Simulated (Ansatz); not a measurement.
## Electronic structure of LiTiCl₅ in real space

Input

```
crystal:
  lattice:
    - [4.118719325, 0.0, 0.0]
    - [0.0, 4.118719325, 0.0]
    - [0.0, 0.0, 8.8711207995]
  atoms:
    - { symbol: Li, position: [0.5, 0.5, 0.0] }
    - { symbol: Ti, position: [0.0, 0.0, 0.5] }
    - { symbol: Cl, position: [0.0, 0.5, 0.3365520697] }
    - { symbol: Cl, position: [0.0, 0.5, 0.6634479303] }
    - { symbol: Cl, position: [0.5, 0.0, 0.3365520697] }
    - { symbol: Cl, position: [0.5, 0.0, 0.6634479303] }
    - { symbol: Cl, position: [0.0, 0.0, 0.0] }
kpoints:
  mp_grid: { grid: [6, 6, 4] }
hamiltonian:
  xc: r2scan
  dispersion: rvv10
scf:
  occupations: { method: fermi_dirac, width: 0.03 }
relax:
  f_tol: 0.01
  cell: {}
  max_steps: 120
output:
  write_density: true
  write_potential: true
  elf: true
  volumetric_format: npy
```

Run with:

```sh
ansatz run input.yaml --threads 4 --pin off --max-ram 4608MiB --backend cpu --events-out ev --progress --plain --runs-dir out
```

Below, planes, directions and counts refer to the conventional cell (a = 4.16 Å, b = 4.16 Å, c = 8.69 Å, α = 90.00°, β = 90.00°, γ = 90.00°).

The fields are those of the run's last geometry, not of the input's.

Space group P4/mmm; a structure from a database of computed crystals, not necessarily the ambient phase; started from the MgPPd5-123 prototype, which need not be the ambient phase; computed without spin polarisation.

The calculation used DFT, r2SCAN+rVV10, plane waves, PAW (Ansatz).

Core electrons are frozen (PAW), and the valence fields are smoothed inside the atomic spheres.

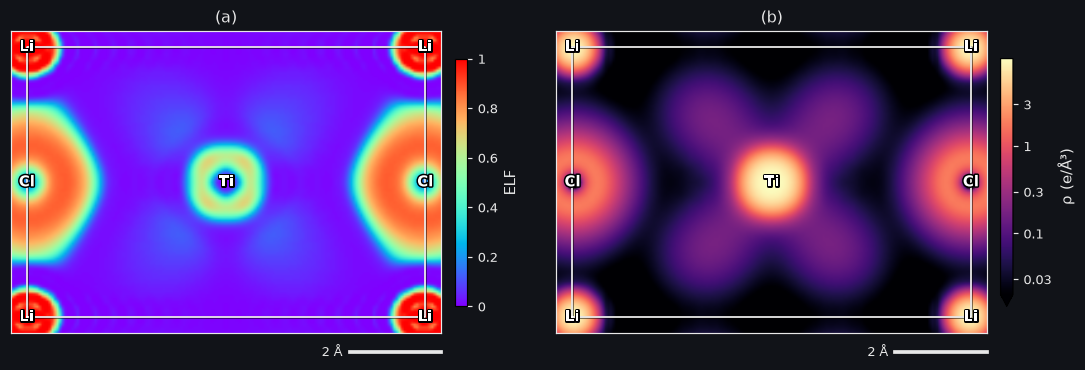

Figure 1. (a) electron localisation function; (b) valence electron density on the (110) plane of the conventional cell.

Describe what can be read from this map.

Answer. Atoms in the plane: Li, Ti and Cl. Li–Cl (2.94 Å): the density is about 0.11 e/Å³ at the midpoint, with its minimum of 0.03 e/Å³ about 1.0 Å from Li; the ELF peaks at about 0.85 in the valence shell of Cl, 0.8 Å from its nucleus, and falls to about 0 next to Li: a largely ionic contact. Between the atoms the lowest density in this plane is 0.005 e/Å³. The features right at Li and Ti lie inside the PAW spheres, where the map follows smoothed inner orbitals and isn't to be read closely.

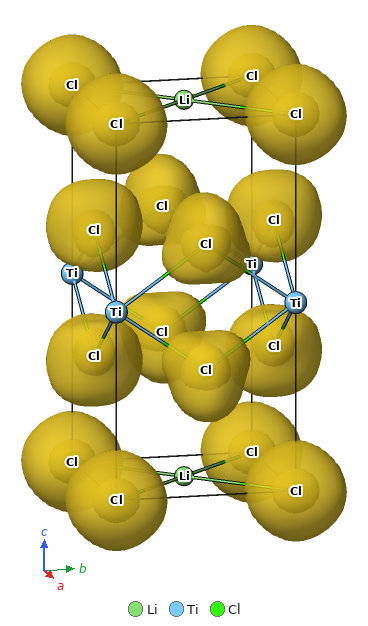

Figure 2. Isosurface of the electron localisation function at 0.8 (yellow), seen slightly off an axis. Only the valence region is drawn (cores and ρ < 0.01 e/Å³ removed). Sticks mark near contacts.

Where are the electrons localised?

Answer. The surface consists of five regions wrapped around Cl (the valence shell of each), counted in one cell of 7 atoms. Any copies at cell faces, edges or corners count once. Along the contacts the grid gives the following. Ti–Cl (2.54 Å): the ELF peaks at about 0.90 in the valence shell of Cl, 0.8 Å from its nucleus, and is about 0.50 at the midpoint.
